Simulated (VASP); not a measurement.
Band structure of Rb (relaxed from the simple-cubic structure, space group Pm-3m). Method: PBEsol GGA, VASP's PBE PAW potentials (set 64) (plane waves; VASP).

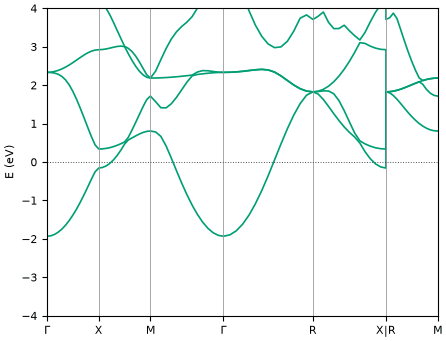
Bands along high-symmetry lines, zero at the valence-band maximum or, without a gap, the Fermi level

Problem. Read the plot: is there a gap, and where are the band edges?

Solution. It has no gap at this level: it comes out as a metal or semimetal. (Edges off the drawn lines would not show.)

The structure was generated: Rb was put into the simple-cubic type (Pm-3m), which need not be its known phase. It was relaxed first.
